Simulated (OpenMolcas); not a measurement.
# Mo⁴⁺ with 6 ligands (oxide): CASSCF and CASPT2 levels and susceptibility

Which state of Mo⁴⁺ lies lowest among these ligands, how large is the field, and what χT follows?

Program: OpenMolcas 26.06. Level of theory: state-averaged CASSCF and CASPT2, spin-orbit coupling by RASSI with atomic mean-field integrals. These are calculated values, not measurements, unless marked.

### 1 The system

```
Species                           : Mo⁴⁺ (molybdenum, Z = 42, 38 electrons)
Basis                             : ANO-RCC-VTZP [7s6p4d2f1g], 152 functions with the ligands
Scalar Hamiltonian                : DKH2, point nucleus
Inactive shells                   : 1s 2s 2p 3s 3p 3d 4s 4p of the metal, and all ligand shells
Active space                      : 2 electrons in 5 orbitals (4d)
Some configurations of this space : 4d²
Orbitals                          : optimised for each spin and parity, averaged over all roots
```

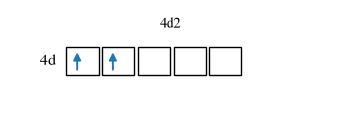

The shells outside the core, filled by Hund's rule for the drawing.

Mo⁴⁺ is taken with 6 ligands (oxide) in octahedron coordination (Oh) at 2.09 Å. A charge of +1.33 e stands 2.4 Å behind each ligand. Ligand basis ANO-RCC-VDZP. The distances are assumed, not relaxed.

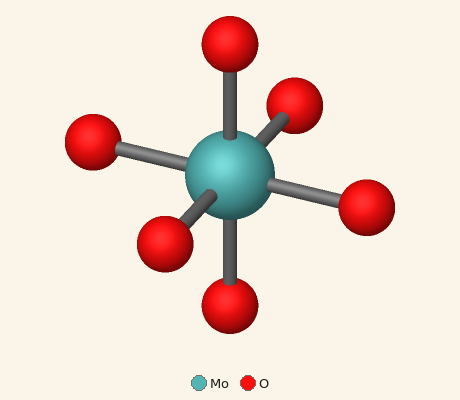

The cluster treated with basis functions (molybdenum teal, oxygen red); what lies farther out is not drawn.

```xyz
7

Mo    0.0000    0.0000    0.0000
O     2.0900    0.0000    0.0000
O     0.0000    2.0900    0.0000
O    -2.0900    0.0000    0.0000
O     0.0000   -2.0900    0.0000
O     0.0000    0.0000    2.0900
O     0.0000    0.0000   -2.0900
```

The work runs as a chain of OpenMolcas steps in one folder; each step below is one input file. Labels, J, g values, rates, χT and fits are worked out afterwards by a script from the matrices that RASSI stores. The input lists half of the charges; inversion (Group=XYZ) makes the rest.

### 2 One- and two-electron integrals

File a.inp:

```
&GATEWAY
Coord
7

Mo 0.0 0.0 0.0
O 2.090000 0.000000 0.000000
O 0.000000 2.090000 0.000000
O -2.090000 0.000000 0.000000
O 0.000000 -2.090000 0.000000
O 0.000000 0.000000 2.090000
O 0.000000 0.000000 -2.090000
Basis=Mo.ANO-RCC-VTZP,O.ANO-RCC-VDZP
Group=XYZ
NoMove
AngMom=0.0 0.0 0.0
AMFI
RICD
XField
3 Angstrom 0
4.490000 0.000000 0.000000 1.333333
0.000000 4.490000 0.000000 1.333333
0.000000 0.000000 4.490000 1.333333
&SEWARD
```

The run is started by

```bash
$ OMP_NUM_THREADS=1 MOLCAS_MEM=2457 MOLCAS_PROJECT=a pymolcas a.inp > a.log
```

### 3 CASSCF: triplets of even parity, 10 roots

File a.inp:

```
&RASSCF
FileOrb=start.orb
Symmetry=1
Spin=3
nActEl=2 0 0
Inactive=24 24
Ras2=5 0
CIRoot=10 10 1
SDav=10
CIMx=300
Iter=150 100
PrWF=0.3
OrbListing=Nothing
MaxOrb=0
LevShft=1.0
>>> COPY $Project.JobIph JOB001
```

start.orb holds start orbitals that the driver prepared beforehand, or those of the step before.

### 4 CASSCF: singlets of even parity, 15 roots

File a.inp:

```
&RASSCF
FileOrb=start.orb
Symmetry=1
Spin=1
nActEl=2 0 0
Inactive=24 24
Ras2=5 0
CIRoot=15 15 1
SDav=15
CIMx=300
Iter=150 100
PrWF=0.3
OrbListing=Nothing
MaxOrb=0
LevShft=1.0
>>> COPY $Project.JobIph JOB002
```

### 5 RASSI: spin-orbit coupling between the states

File a.inp:

```
&RASSI
NrOfJobIphs=2 10 15
1 2 3 4 5 6 7 8 9 10
1 2 3 4 5 6 7 8 9 10 11 12 13 14 15
IphNames
JOB001
JOB002
EJob
SpinOrbit
DIPRint=1.0
SOCoupling=1000.0
Subsets=2
Property=9
'ANGMOM' 1 'ANGMOM' 2 'ANGMOM' 3 'MLTPL  1' 1 'MLTPL  1' 2 'MLTPL  1' 3
'AMFI' 1 'AMFI' 2 'AMFI' 3
SOProperty=3
'ANGMOM' 1 'ANGMOM' 2 'ANGMOM' 3
```

### 6 CASPT2: IPEA 0.25, imaginary shift 0.1 (closed shells correlated: 4s 4p of the metal, with ligand shells; the Frozen line counts the rest)

File a.inp:

```
>>> COPY JOB001 $Project.JobIph
&CASPT2
Multistate=10 1 2 3 4 5 6 7 8 9 10
NoMult
Frozen=11 9
IPEA=0.25
Imaginary=0.1
MaxIter=60
WThr=0.0 0.3 0.05
PrWF=0.5
NoMix
>>> COPY JOB002 $Project.JobIph
&CASPT2
Multistate=15 1 2 3 4 5 6 7 8 9 10 11 12 13 14 15
NoMult
Frozen=11 9
IPEA=0.25
Imaginary=0.1
MaxIter=60
WThr=0.0 0.3 0.05
PrWF=0.5
NoMix
```

(Steps that only read results are left out.)

What does the calculation give? Wanted: spin-free ground state; first state of the same spin within the active space; lowest level; next level.

The runs gave:

| quantity | value |
| --- | --- |
| method | SS-CASPT2, IPEA 0.25, imaginary shift 0.1 (closed shells correlated: 4s 4p of the metal, with ligand shells; the Frozen line counts the rest) |
| spin-free ground state | 3T1, 3-fold in its orbital part |
| first state of the same spin within the active space | 3T2 at 16600 cm⁻¹ |
| lowest level | 2-fold E, g = 0.00, 0.00, 0.00 |
| next level | 51.5 cm⁻¹ |
| χT at 300 K | 0.35 cm³ K/mol |
| effective moment at 300 K | 1.68 μB |

Cost by method:

| method | time of its own steps | time with the reference |
| --- | --- | --- |
| A. CASSCF | 20 s | 20 s |
| B. SS-CASPT2, IPEA 0.25, imaginary shift 0.1, +4s 4p | 63 s | 82 s |

Times are of one thread on a shared host.

**Reading.** The spin-free ground state (3T1) is 3-fold and keeps the highest spin of the shell. χT at 300 K is 0.35, against 1.00 cm³ K/mol for the spin alone, so spin-orbit coupling lowers it. A ligand-field fit to the states below 45000 cm-1 gives 10Dq = 16561 cm-1, B = 440 cm-1 and C = 1622 cm-1 (C/B = 3.68), with a deviation of 829 cm-1. CASPT2 does not keep the components of a term degenerate, and the means are used. The bonds are covalent and no ligand orbital is active, so the numbers are rough. Bare point charges leave oxide and sulfide ligands too diffuse, so the field comes out too small.
